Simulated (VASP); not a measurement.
Band structure of K2SnHgTe4 (space group I-42m). These are LDA (Ceperley-Alder, Perdew-Zunger), VASP's LDA PAW potentials (set 64) (plane waves; VASP 6.6.1) values and carry that method's errors.

The path is coarsely sampled, so an indirect gap can come out somewhat too large. Unless said otherwise, spin-orbit coupling is left out, though it shifts the bands of the heavy elements here.

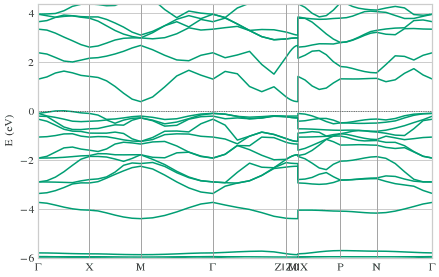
*Bands along high-symmetry lines, zero at the valence-band maximum or, without a gap, the Fermi level*

Task: Read the plot: is there a gap, and where are the band edges?

Result: The gap is indirect, 0.37 eV, from the valence maximum at Γ-X at 0.50 to the conduction minimum at M.

The structure comes from a computed database's K2SnHgTe4 entry; how it stands against other phases isn't given here. The cell was not relaxed at this level.
